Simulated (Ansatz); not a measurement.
## CrSO: geometry relaxation (part 2 of 2)

CrSO (slab, 3 atoms in the cell); DFT, PBEsol, plane waves, PAW, no spin polarisation (Ansatz 0.2.0); cutoff 420 eV, 12×12×1 k-mesh, Fermi–Dirac smearing of 0.02 eV. The geometry comes from this level: PBE.

Geometry of the input (Å; fractional positions):
```
2.9205  0.0000  0.0000
-1.4602  2.5292  0.0000
0.0000  0.0000  29.0441
Cr 0.0000  0.0000  0.3176
O  0.3333  0.6667  0.3490
S  0.6667  0.3333  0.2631
```

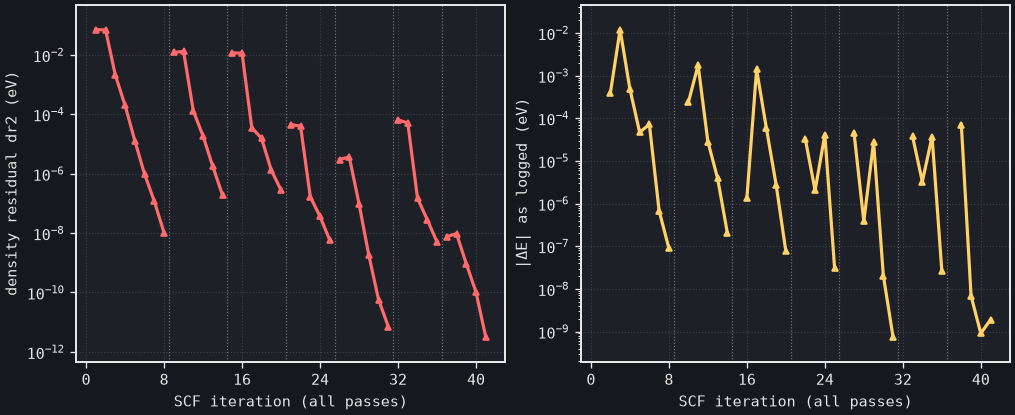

**Figure 1.** Convergence of the self-consistent field: density residual dr2 and size of the energy change against the SCF iteration. The dotted lines part the SCF passes of the relaxation: geometry steps, rejected trials and re-solves on a re-selected basis. The 7 passes take 5 to 8 iterations each, 41 in all.

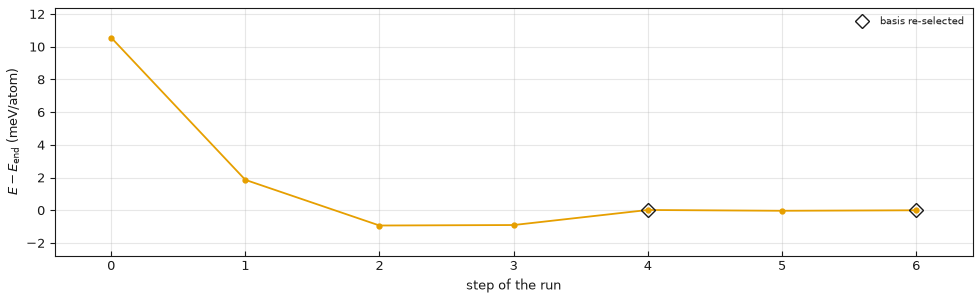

**Figure 2.** Progress of the relaxation, step by step (the first geometry is step 0 here and step 1 in the log).

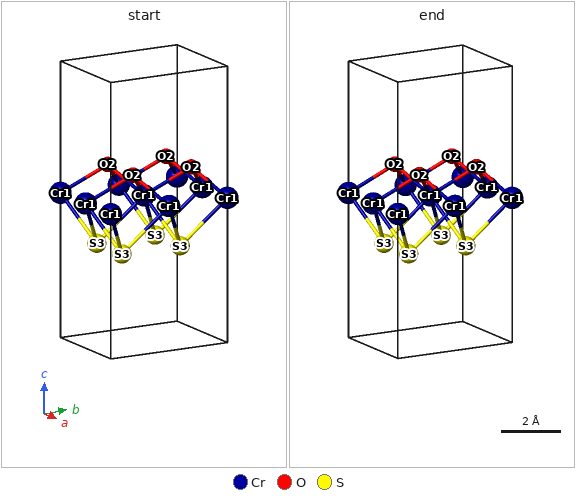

**Figure 3.** Before (left) and after (right) the relaxation, at one scale (ball-and-stick view of the 2 × 2 repeat of the cell, with the vacuum cut short, seen slightly off an axis). The energy falls by 10.6 meV per atom in 4 geometry steps. The largest force component goes from 0.39 to 0.0024 eV/Å. The basis was re-selected once at an unchanged geometry, which shifts the energy a little without any move. The largest move relative to the cell is that of O2, 0.010 Å. By element the largest moves are O 0.010 Å, Cr 0.005 Å, S 0.005 Å. In the plane the drawn cell goes a 5.841 → 5.724 Å (−2.0 %), b 5.841 → 5.724 Å (−2.0 %). Among the contacts that change: Cr1–S3 2.313 → 2.289 Å, Cr1–O2 1.917 → 1.894 Å. The energy change given includes the shifts at the re-selections in mid-walk, which come without any move. A last SCF at the same geometry on a re-selected plane-wave basis shifts the energy by +0.0 meV per atom. (Atoms are counted from 1 in the order of the input.)

```
basis re-selected at this cell: Δ(F+E_penalty+E_count) = +8.861e-5 eV, ΔP = -0.002 N/m vs the last step (what re-selecting the basis moved, of the pressure what is left beyond the Pulay correction that the steps carried, after the strain that the cell walked since its last selection, with what the two solves' SCF thresholds leave and, on support functions, any second-order correction that the steps lacked; it is no measure of the basis error at this ecutwfc). This SCF's stress stands 2.27e-3 N/m from its target on what of the cell is left free (relax.cell.stress_2d_tol is 5.00e-2 N/m) and its largest allowed force component is 2.41e-3 eV/Å (relax.f_tol is 5.00e-3 eV/Å): within both
WARN: The output density's exchange-correlation potential varies sharply where the density is thin. Do not read a vacuum level from v_tot or v_xc, or from such a field of the output density. On a cell that repeats whose density bears no net charge and no dipole along the vacuum's axis use v_es (v_loc + v_h of the components); under efield.dipole_correction with no amplitude use v_es + v_field, which holds any external_charges[].barrier, or the levels of the report's work_function block, which leave it out; under a non-zero efield.amplitude the vacuum is tilted and has no level; on a cell that repeats and bears such a dipole with no correction it is tilted too, and efield.dipole_correction with no amplitude gives each side of its ramp a level where efield: is served; in a cell that repeats whose density bears a net charge (total_charge, or a fill off its count) it is curved and has none; of a slab under crystal.periodic whose density bears no net charge use v_es, which has a level on each side, short of where the two are joined; of another it falls or rises all the way out and has none; of a slab beside external_charges read slab_vacuum_level instead, which it has where they leave it neutral. The grid or the basis barely resolves most such structure, and the values can differ between equally converged runs; as a rule a tighter scf.convergence.dr2_threshold does not remove it. Where the density itself ripples (under the LDA too) a higher basis.ecutwfc lessens it. The files hold the spikes' plane waves up to the density's cutoff. Files: v_tot_of_output_density and the like, and their columns of v_z.tsv (output.write_potential); v_xc_of_output_density and the like, and their columns of v_comp_z.tsv (output.write_potential_components). Measured: with its Gaussian average of σ = 0.25 Å subtracted twice, the exchange-correlation potential is over 0.1 eV at 3 of the grid points where the equally averaged density (valence and model cores) is under 1e-3 e/Å³, and 0.102 eV at the most among them, at an averaged density of 2.9e-7 e/Å³. The input density's (outcome.potential() and, of a run that writes arrays, v_tot and v_xc) is over 0.1 eV, so measured, at 6 points of its own thin density, 0.138 eV at the most. See output.write_potential in the manual, Limitations
SCF converged after 5 iterations
Free energy (F): -4795.567956 eV
Harris-Foulkes:  -4795.567956 eV  (|F-HF|=4.46e-11)
Internal energy: -4795.567528 eV  (E = F + TS)
E sigma→0 (E₀):  -4795.567742 eV
Entropy (-TS):   -0.000429 eV (-0.143 meV/atom)
Fermi energy:    -5.433747 eV
--- Per-component energies (eV) ---
  E_band       = -674.376437
  E_kinetic    = 624.406920
  E_local      = -54898.997471  (includes V_loc(G=0)·N_el)
  E_nonlocal   = 156.679828
  E_hartree    = 27039.523389
  E_xc         = -307.823017
  E_vxc        = -358.741865  (∫ρ·V_xc dr)
  E_paw        = -1902.054969  (= ΣΔE_a)
  E_vpaw       = -276.773438  (= ΣTr[D̂ρ^β])
  E_aug_tail   = 0.002805  (compensation charges beyond the density's cutoff)
  E_ewald      = 24492.437750
  E_core_change = 0.257237  (= ΣΔE_core)
  E_smearing   = -0.000429  (= −TS)
  E_closure    = 0.000000  (closes the sum)
  Σ components = -4795.567956   (vs F -4795.567956, Δ=0.00e0)
--- Forces (eV/Å), atoms counted from 1 ---
  atom   1  Cr     0.00000000    -0.00000000    -0.00241069
  atom   2  O     -0.00000000     0.00000000     0.00148036
  atom   3  S     -0.00000000     0.00000000     0.00093057
  max |Σ_I F_I| component: 2.38e-7 eV/Å
--- 2D stress c σ (N/m, compression-positive) ---
       -0.002273      -0.000000       0.000000
       -0.000000      -0.002273      -0.000000
        0.000000      -0.000000      -0.000000
  P = ½ c Tr σ = -0.0023 N/m
--- Band table (eV; the first three rows and the last of 19) ---
  k-point 0: bands = ["-77.8885", "-49.3148", "-49.2823", "-49.2823", "-25.1791", "-21.1072", "-12.3236", "-10.9447", "-10.9447", "-9.3805", "-6.3385", "-6.3385", "-5.2909", "-5.2909", "-5.2206", "-2.1122", "-2.1122"]
  k-point 1: bands = ["-77.8862", "-49.3131", "-49.2997", "-49.2865", "-25.1248", "-21.0007", "-12.2262", "-11.1320", "-10.9005", "-9.1760", "-6.7800", "-6.5879", "-5.7189", "-5.0930", "-4.8150", "-2.5319", "-2.2215"]
  k-point 2: bands = ["-77.8798", "-49.3556", "-49.3001", "-49.2981", "-24.9800", "-20.6816", "-12.0062", "-11.3984", "-10.7905", "-8.8612", "-7.9811", "-6.9964", "-5.9362", "-4.8493", "-4.6847", "-3.1815", "-2.4332"]
  k-point 18: bands = ["-77.8489", "-49.4946", "-49.4617", "-49.2545", "-24.3727", "-18.0075", "-12.0392", "-11.8451", "-11.5287", "-10.0809", "-9.6091", "-9.4072", "-5.5519", "-5.4334", "-5.2422", "-3.8142", "-2.0431"]
  the weakly bound empty levels are not read free of the cell's end (no_gap_told)
--- Relaxed structure (5 steps of the walk, 5 accepted, 2 SCFs on fresh bases) ---
  F+E_penalty+E_count = -4795.56795648 eV   max|allowed force component| = 2.411e-3 eV/Å   (the final SCF, on the basis selected at the relaxed cell)
  cell:  # Å, volume = 206.0498 Å³
    - [2.862145932075864, -2.829099398949567e-11, 3.9709854040821884e-83]
    - [-1.4310729660134314, 2.478691086530134, -8.23315349973252e-83]
    - [3.949135357129345e-82, -7.174481821793174e-82, 29.0441106616]
  atoms:
    - { symbol: Cr, position: [-9.815833629970767e-21, -3.6633189825691786e-20, 0.3174176960570012] }
    - { symbol: O, position: [0.33333333333333326, 0.6666666666666666, 0.3493025136038296] }
    - { symbol: S, position: [0.6666666666666667, 0.3333333333333333, 0.2629002670391691] }
```

**Trajectory as extended XYZ (Å, eV, eV/Å), 7 frames, from step=1 to step=7**
```
3
Lattice="2.9205 0.0000 0.0000 -1.4602 2.5292 0.0000 0.0000 0.0000 29.0441" Properties=species:S:1:pos:R:3:forces:R:3 step=1 energy=-4795.53627
Cr    0.0000    0.0000    9.2241    0.0000   0.0000   0.0420
O     0.0000    1.6861   10.1352    0.0000   0.0000  -0.3878
S     1.4602    0.8431    7.6407    0.0000   0.0000   0.3458
3
Lattice="2.8909 0.0000 0.0000 -1.4454 2.5036 0.0000 0.0000 0.0000 29.0441" Properties=species:S:1:pos:R:3:forces:R:3 step=2 energy=-4795.56237
Cr    0.0000    0.0000    9.2211    0.0000   0.0000   0.0364
O     0.0000    1.6690   10.1385    0.0000   0.0000  -0.1722
S     1.4454    0.8345    7.6404    0.0000   0.0000   0.1360
3
Lattice="2.8622 0.0000 0.0000 -1.4311 2.4788 0.0000 0.0000 0.0000 29.0441" Properties=species:S:1:pos:R:3:forces:R:3 step=3 energy=-4795.57075
Cr    0.0000    0.0000    9.2195    0.0000   0.0000  -0.0148
O     0.0000    1.6525   10.1447    0.0000   0.0000   0.0130
S     1.4311    0.8263    7.6359    0.0000   0.0000   0.0018
3
Lattice="2.8640 0.0000 0.0000 -1.4320 2.4803 0.0000 0.0000 0.0000 29.0441" Properties=species:S:1:pos:R:3:forces:R:3 step=4 energy=-4795.57066
Cr    0.0000    0.0000    9.2192    0.0000   0.0000   0.0007
O     0.0000    1.6535   10.1441    0.0000   0.0000   0.0009
S     1.4320    0.8268    7.6367    0.0000   0.0000  -0.0016
3
Lattice="2.8640 0.0000 0.0000 -1.4320 2.4803 0.0000 0.0000 0.0000 29.0441" Properties=species:S:1:pos:R:3:forces:R:3 step=5 energy=-4795.56790
Cr    0.0000    0.0000    9.2192    0.0000   0.0000   0.0014
O     0.0000    1.6535   10.1441    0.0000   0.0000   0.0004
S     1.4320    0.8268    7.6367    0.0000   0.0000  -0.0018
3
Lattice="2.8621 0.0000 0.0000 -1.4311 2.4787 0.0000 0.0000 0.0000 29.0441" Properties=species:S:1:pos:R:3:forces:R:3 step=6 energy=-4795.56804
Cr    0.0000    0.0000    9.2191    0.0000   0.0000  -0.0024
O     0.0000    1.6525   10.1452    0.0000   0.0000   0.0015
S     1.4311    0.8262    7.6357    0.0000   0.0000   0.0010
3
Lattice="2.8621 0.0000 0.0000 -1.4311 2.4787 0.0000 0.0000 0.0000 29.0441" Properties=species:S:1:pos:R:3:forces:R:3 step=7 energy=-4795.56796
Cr    0.0000    0.0000    9.2191    0.0000   0.0000  -0.0024
O     0.0000    1.6525   10.1452    0.0000   0.0000   0.0015
S     1.4311    0.8262    7.6357    0.0000   0.0000   0.0009
```

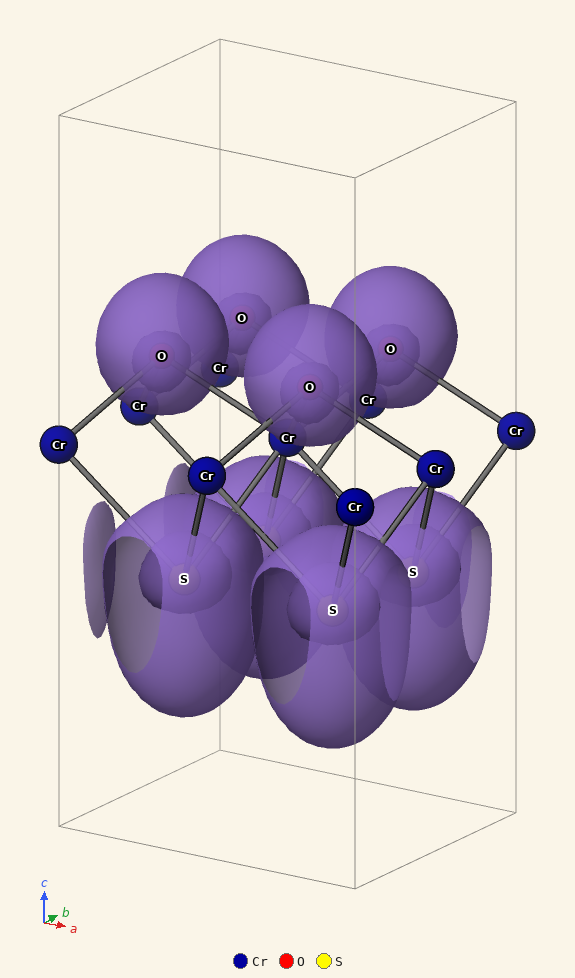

**Figure 4.** Isosurface of the electron localisation function at 0.7 (purple), seen slightly off an axis. Core shells and regions of very low density are left out. Sticks mark near contacts. Counts are for one cell; the picture repeats the cell along the surface.  Values along the shortest contacts: Cr–O (1.89 Å): the ELF is about 0.20 at the midpoint. Cr–S (2.29 Å): the ELF is about 0.45 at the midpoint. In a PAW calculation such maps are meaningful between the atoms, not at the nuclei.

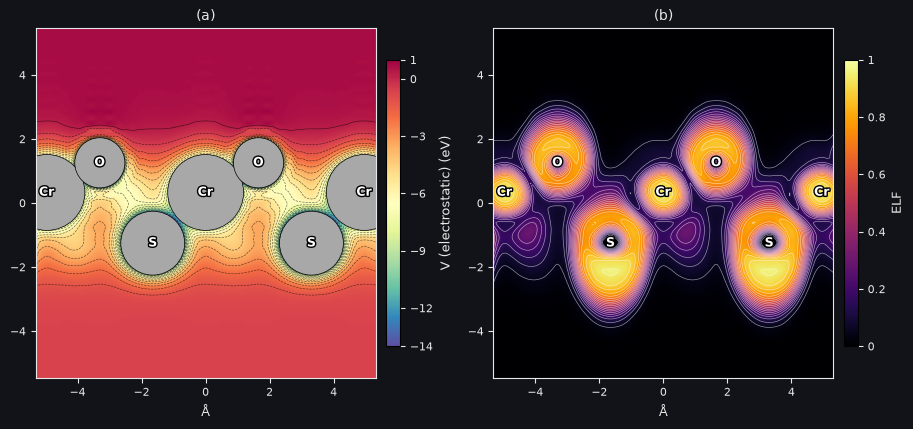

**Figure 5.** (a) electrostatic potential energy of an electron; (b) electron localisation function on the (110) plane of the calculation cell, a cut from vacuum to vacuum. Grey discs, where drawn, cover atomic cores. Cr–O (1.89 Å): the ELF is about 0.20 at the midpoint. Cr–S (2.29 Å): the ELF is about 0.45 at the midpoint. The strong features right at Cr lie inside the PAW spheres (semicore, d or f shells) and say nothing about bonding.
